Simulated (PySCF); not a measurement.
# CH3FO2Si: electronic excitations at several levels of theory, part 2 of 2

PySCF 2.14.0. Atoms count from 0. The steps go on from the part before.

## (6) Excited states and response: PBE0/def2-TZVP

What the job is given:

```
{"job": {"kind": "uv", "xc": "PBE0", "basis": "def2-TZVP"}, "charge": 0, "multiplicity": 1}
O      1.443357    -1.042104    -0.529617
C      1.489752     0.085072    -0.117105
O      0.412963     0.778966     0.231749
Si    -1.082122    -0.040448     0.082732
F     -2.138197     1.059227     0.609870
H      2.422088     0.670418     0.015669
H     -1.123080    -1.204368     0.993084
H     -1.369845    -0.325922    -1.338829
```

Level: TDDFT PBE0/def2-TZVP, vertical, gas phase, core orbitals frozen in the response.

The log of the run:

```text
coarse grid: 7832 points
cycle   1  E = -579.3288185800  dE =  6.880e-01  |g| = 1.033e+00  |ddm| = 2.291e+00
cycle   2  E = -578.9458164839  dE =  3.830e-01  |g| = 1.806e+00  |ddm| = 1.392e+00
cycle   3  E = -579.5005109734  dE = -5.547e-01  |g| = 2.644e-01  |ddm| = 9.792e-01
cycle   4  E = -579.5119082131  dE = -1.140e-02  |g| = 8.795e-02  |ddm| = 1.624e-01
cycle   5  E = -579.5132027550  dE = -1.295e-03  |g| = 1.196e-02  |ddm| = 4.361e-02
cycle   6  E = -579.5132277008  dE = -2.495e-05  |g| = 3.133e-03  |ddm| = 9.174e-03
cycle   7  E = -579.5132296867  dE = -1.986e-06  |g| = 7.610e-04  |ddm| = 2.427e-03
final grid: 73272 points
cycle   8  E = -579.5143554316  dE = -2.212e-05  |g| = 1.009e-02  |ddm| = 2.302e-02
cycle   9  E = -579.5143234447  dE =  3.199e-05  |g| = 1.690e-02  |ddm| = 1.129e-02
cycle  10  E = -579.5143711370  dE = -4.769e-05  |g| = 1.902e-03  |ddm| = 7.793e-03
cycle  11  E = -579.5143717671  dE = -6.301e-07  |g| = 3.258e-04  |ddm| = 1.004e-03
cycle  12  E = -579.5143717846  dE = -1.751e-08  |g| = 5.380e-05  |ddm| = 1.702e-04
cycle  13  E = -579.5143717851  dE = -5.273e-10  |g| = 1.606e-05  |ddm| = 4.467e-05
converged SCF energy = -579.5143717851

Static polarisability (au): isotropic 40.332, principal 33.661 40.174 47.161

Singlet excitations
state   eV       nm        f      main configurations
  1   5.8147    213.2   0.00088   H->L 0.99
  2   7.7474    160.0   0.00712   H->L+1 0.56, H-1->L 0.41
  3   8.1083    152.9   0.00813   H->L+2 0.80, H-1->L 0.13
  4   8.2005    151.2   0.00029   H-3->L 0.95
  5   8.2892    149.6   0.11907   H-1->L 0.40, H->L+1 0.29, H->L+2 0.18
  6   8.4745    146.3   0.00074   H-1->L+1 0.96
  7   8.6759    142.9   0.01076   H-1->L+2 0.97
  8   8.9390    138.7   0.10135   H-2->L 0.77
  9   9.2380    134.2   0.00039   H-2->L+1 0.94
 10   9.3638    132.4   0.04997   H->L+3 0.91

Triplet excitations (Tamm-Dancoff, eV): 5.2349 6.0452 7.6392 7.7479
```

It took 13 s on 1 thread of Arm Neoverse V2, shared host; peak memory 0.74 GiB.

In short: HOMO -8.84 eV, LUMO -0.57 eV; lowest singlet 5.81 eV.

## (7) TDDFT and polarisability: PBE0/aug-cc-pVDZ

Settings changed since step 6:

```diff
@@ -1,2 +1,2 @@
-{"job": {"kind": "uv", "xc": "PBE0", "basis": "def2-TZVP"}, "charge": 0, "multiplicity": 1}
+{"job": {"kind": "uv", "xc": "PBE0", "basis": "aug-cc-pVDZ"}, "charge": 0, "multiplicity": 1}
 O      1.443357    -1.042104    -0.529617
```

Level: TDDFT PBE0/aug-cc-pVDZ, vertical, gas phase, core orbitals frozen in the response.

The log of the run:

```text
coarse grid: 7832 points
cycle   1  E = -579.2262336764  dE =  7.255e-01  |g| = 9.611e-01  |ddm| = 5.895e+00
cycle   2  E = -578.8720725888  dE =  3.542e-01  |g| = 1.685e+00  |ddm| = 3.060e+00
cycle   3  E = -579.3874604857  dE = -5.154e-01  |g| = 2.492e-01  |ddm| = 1.903e+00
cycle   4  E = -579.3983373034  dE = -1.088e-02  |g| = 7.711e-02  |ddm| = 3.438e-01
cycle   5  E = -579.3994195570  dE = -1.082e-03  |g| = 1.047e-02  |ddm| = 1.066e-01
cycle   6  E = -579.3994441157  dE = -2.456e-05  |g| = 2.609e-03  |ddm| = 2.688e-02
cycle   7  E = -579.3994453924  dE = -1.277e-06  |g| = 1.040e-03  |ddm| = 4.316e-03
final grid: 73272 points
cycle   8  E = -579.4047181167  dE = -8.665e-07  |g| = 9.582e-03  |ddm| = 5.121e-02
cycle   9  E = -579.4046852610  dE =  3.286e-05  |g| = 1.642e-02  |ddm| = 2.826e-02
cycle  10  E = -579.4047340980  dE = -4.884e-05  |g| = 1.870e-03  |ddm| = 1.783e-02
cycle  11  E = -579.4047347576  dE = -6.596e-07  |g| = 1.846e-04  |ddm| = 2.100e-03
cycle  12  E = -579.4047347646  dE = -6.964e-09  |g| = 4.444e-05  |ddm| = 3.713e-04
cycle  13  E = -579.4047347650  dE = -4.407e-10  |g| = 1.458e-05  |ddm| = 8.514e-05
converged SCF energy = -579.4047347650

Static polarisability (au): isotropic 43.746, principal 36.738 43.478 51.023

Singlet excitations
state   eV       nm        f      main configurations
  1   5.7830    214.4   0.00097   H->L 0.99
  2   7.6115    162.9   0.00213   H->L+2 0.53, H-1->L 0.31, H->L+1 0.09
  3   7.7175    160.7   0.00774   H->L+1 0.84, H->L+2 0.11
  4   7.9901    155.2   0.02325   H->L+3 0.72, H-1->L 0.19
  5   8.1317    152.5   0.13416   H-1->L 0.42, H->L+2 0.22, H->L+3 0.20
  6   8.1563    152.0   0.00311   H-3->L 0.89
  7   8.2973    149.4   0.00948   H-1->L+1 0.68, H-1->L+2 0.22
  8   8.3098    149.2   0.02373   H->L+4 0.94
  9   8.3387    148.7   0.00569   H-1->L+2 0.63, H-1->L+1 0.18, H-1->L+3 0.09
 10   8.8054    140.8   0.06251   H-2->L 0.77

Triplet excitations (Tamm-Dancoff, eV): 5.2084 6.0231 7.4829 7.6600
```

Run time: 10 s. Hardware: 1 thread of Arm Neoverse V2, shared host; peak memory 0.65 GiB.

This run: HOMO -8.85 eV, LUMO -0.68 eV; lowest singlet 5.78 eV.

## (8) Excited states and response: PBE0/def2-TZVPD

Settings changed since step 7:

```diff
@@ -1,2 +1,2 @@
-{"job": {"kind": "uv", "xc": "PBE0", "basis": "aug-cc-pVDZ"}, "charge": 0, "multiplicity": 1}
+{"job": {"kind": "uv", "xc": "PBE0", "basis": "def2-TZVPD"}, "charge": 0, "multiplicity": 1}
 O      1.443357    -1.042104    -0.529617
```

Method: TDDFT PBE0/def2-TZVPD, vertical, gas phase, core orbitals frozen in the response.

The log of the run:

```text
coarse grid: 7832 points
cycle   1  E = -579.3304743923  dE =  6.899e-01  |g| = 1.034e+00  |ddm| = 2.283e+00
cycle   2  E = -578.9397425961  dE =  3.907e-01  |g| = 1.817e+00  |ddm| = 1.416e+00
cycle   3  E = -579.5024623834  dE = -5.627e-01  |g| = 2.635e-01  |ddm| = 9.048e-01
cycle   4  E = -579.5137125191  dE = -1.125e-02  |g| = 8.963e-02  |ddm| = 1.684e-01
cycle   5  E = -579.5150607167  dE = -1.348e-03  |g| = 1.199e-02  |ddm| = 4.576e-02
cycle   6  E = -579.5150854466  dE = -2.473e-05  |g| = 3.024e-03  |ddm| = 1.024e-02
cycle   7  E = -579.5150873013  dE = -1.855e-06  |g| = 7.346e-04  |ddm| = 2.330e-03
final grid: 73272 points
cycle   8  E = -579.5162195577  dE = -2.340e-05  |g| = 9.928e-03  |ddm| = 5.553e-02
cycle   9  E = -579.5161883417  dE =  3.122e-05  |g| = 1.666e-02  |ddm| = 1.134e-02
cycle  10  E = -579.5162347774  dE = -4.644e-05  |g| = 1.873e-03  |ddm| = 7.485e-03
cycle  11  E = -579.5162353878  dE = -6.104e-07  |g| = 3.381e-04  |ddm| = 9.973e-04
cycle  12  E = -579.5162354066  dE = -1.876e-08  |g| = 6.141e-05  |ddm| = 1.911e-04
cycle  13  E = -579.5162354073  dE = -7.077e-10  |g| = 1.731e-05  |ddm| = 4.843e-05
converged SCF energy = -579.5162354073

Static polarisability (au): isotropic 43.727, principal 36.942 43.432 50.807

Singlet excitations
state   eV       nm        f      main configurations
  1   5.7861    214.3   0.00094   H->L 0.99
  2   7.6322    162.4   0.00406   H->L+1 0.33, H-1->L 0.32, H->L+2 0.29
  3   7.7919    159.1   0.00328   H->L+1 0.55, H->L+2 0.41
  4   8.1160    152.8   0.11300   H-1->L 0.56, H->L+2 0.21, H->L+3 0.09
  5   8.1497    152.1   0.00216   H-3->L 0.91
  6   8.2658    150.0   0.04685   H->L+3 0.85
  7   8.3212    149.0   0.00373   H-1->L+1 0.65, H-1->L+2 0.27
  8   8.3797    148.0   0.01456   H-1->L+2 0.65, H-1->L+1 0.28
  9   8.6710    143.0   0.03417   H->L+4 0.86, H-2->L 0.11
 10   8.8144    140.7   0.07250   H-2->L 0.70, H->L+4 0.10

Triplet excitations (Tamm-Dancoff, eV): 5.2143 6.0322 7.4989 7.7046
```

Run time: 19 s. Hardware: 1 thread of Arm Neoverse V2, shared host; peak memory 0.83 GiB.

This run: HOMO -8.88 eV, LUMO -0.68 eV; lowest singlet 5.79 eV.

## (9) TDDFT and polarisability: PBE0/6-31+G*

Settings changed since step 8:

```diff
@@ -1,2 +1,2 @@
-{"job": {"kind": "uv", "xc": "PBE0", "basis": "def2-TZVPD"}, "charge": 0, "multiplicity": 1}
+{"job": {"kind": "uv", "xc": "PBE0", "basis": "6-31+G*"}, "charge": 0, "multiplicity": 1}
 O      1.443357    -1.042104    -0.529617
```

Method: TDDFT PBE0/6-31+G*, vertical, gas phase, core orbitals frozen in the response.

The log of the run:

```text
coarse grid: 7832 points
cycle   1  E = -579.2288084056  dE =  7.038e-01  |g| = 9.435e-01  |ddm| = 2.735e+00
cycle   2  E = -578.8879855860  dE =  3.408e-01  |g| = 1.653e+00  |ddm| = 2.094e+00
cycle   3  E = -579.3860962733  dE = -4.981e-01  |g| = 2.463e-01  |ddm| = 1.483e+00
cycle   4  E = -579.3968908376  dE = -1.079e-02  |g| = 7.402e-02  |ddm| = 2.343e-01
cycle   5  E = -579.3978986703  dE = -1.008e-03  |g| = 9.361e-03  |ddm| = 5.808e-02
cycle   6  E = -579.3979188886  dE = -2.022e-05  |g| = 2.415e-03  |ddm| = 1.170e-02
cycle   7  E = -579.3979200485  dE = -1.160e-06  |g| = 9.143e-04  |ddm| = 2.712e-03
final grid: 73272 points
cycle   8  E = -579.3607669990  dE =  8.717e-07  |g| = 9.427e-03  |ddm| = 1.752e-02
cycle   9  E = -579.3607349909  dE =  3.201e-05  |g| = 1.615e-02  |ddm| = 1.756e-02
cycle  10  E = -579.3607827017  dE = -4.771e-05  |g| = 1.840e-03  |ddm| = 1.215e-02
cycle  11  E = -579.3607833515  dE = -6.497e-07  |g| = 1.379e-04  |ddm| = 1.411e-03
cycle  12  E = -579.3607833552  dE = -3.670e-09  |g| = 4.614e-05  |ddm| = 1.538e-04
cycle  13  E = -579.3607833556  dE = -4.807e-10  |g| = 1.384e-05  |ddm| = 4.788e-05
converged SCF energy = -579.3607833556

Static polarisability (au): isotropic 39.129, principal 32.604 39.923 44.860

Singlet excitations
state   eV       nm        f      main configurations
  1   5.8616    211.5   0.00091   H->L 0.99
  2   7.7114    160.8   0.00684   H->L+1 0.64, H-1->L 0.26
  3   7.9082    156.8   0.00288   H->L+2 0.85, H->L+1 0.11
  4   8.2137    150.9   0.05989   H->L+3 0.45, H-1->L 0.38
  5   8.2568    150.2   0.00028   H-3->L 0.90
  6   8.3016    149.3   0.09599   H->L+3 0.46, H-1->L 0.26, H->L+1 0.13
  7   8.3947    147.7   0.00092   H-1->L+1 0.86
  8   8.4999    145.9   0.00891   H-1->L+2 0.88
  9   8.6102    144.0   0.03975   H->L+4 0.93
 10   8.9723    138.2   0.09495   H-2->L 0.78

Triplet excitations (Tamm-Dancoff, eV): 5.2909 6.0784 7.5604 7.8154
```

Run time: 6.1 s. Hardware: 1 thread of Arm Neoverse V2, shared host; peak memory 0.49 GiB.

Key values: HOMO -8.92 eV, LUMO -0.62 eV; lowest singlet 5.86 eV.

## (10) Side by side: electronic excitations

Excitations and ground-state properties, with basis size and wall time:

```
              run  lowest singlet (eV)  brightest (eV)      f  gap (eV)  α (Å³)  μ (D)  functions   time
wB97X-D/def2-SVPD                 5.86            8.80  0.149     12.12    6.36   0.54        137   34 s
LC-wPBE/def2-SVPD                 5.83            9.67  0.158     13.57    6.29   0.55        137   40 s
      PBE0/6-31G*                 5.90            9.25  0.139      8.42    4.98   0.44         80  4.4 s
    PBE0/def2-SVP                 5.86            9.22  0.150      8.37    5.15   0.46         89  4.8 s
   PBE0/def2-TZVP                 5.81            8.29  0.119      8.27    5.98   0.58        179   13 s
 PBE0/aug-cc-pVDZ                 5.78            8.13  0.134      8.18    6.48   0.54        146   10 s
  PBE0/def2-TZVPD                 5.79            8.12  0.113      8.20    6.48   0.57        227   19 s
     PBE0/6-31+G*                 5.86            8.30  0.096      8.29    5.80   0.49        100  6.1 s
```

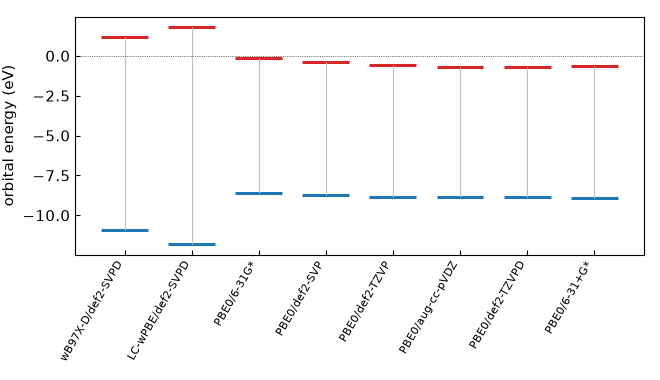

HOMO (blue) and LUMO (red) run by run.

## (11) What came out

The summary covers parts 1 to 2.

| quantity | value |
| --- | --- |
| lowest singlet (wB97X-D/def2-SVPD) | 5.86 eV (212 nm), f = 0.001 |
| brightest single state of those computed | state 6, 8.80 eV, f = 0.149 |
| lowest triplet | 5.36 eV |
| vertical ionisation energy (ΔSCF) | 11.54 eV |
| range of the lowest singlet | 5.78 to 5.90 eV |

What this shows: Single values in the summary come from the first run of each kind that ended normally (wB97X-D/def2-SVPD), which need not be the best level. The first singlet state (HOMO→LUMO 0.98) lies at 5.86 eV and is dark; of the 10 states computed, the strongest absorption comes from state 6 at 8.80 eV. The lowest triplet lies 0.50 eV below the lowest singlet (triplets in Tamm-Dancoff, singlets in full TDDFT). ΔSCF puts the ionisation energy at 11.54 eV, 0.63 eV above −ε(HOMO). The lowest singlet runs from 5.78 eV (PBE0/aug-cc-pVDZ) to 5.90 eV (PBE0/6-31G*), while the orbital gap spans 8.18 to 13.57 eV. The lowest state need not be the same one in every run. The runs solved for a few states only, so the brightest column depends on that window.
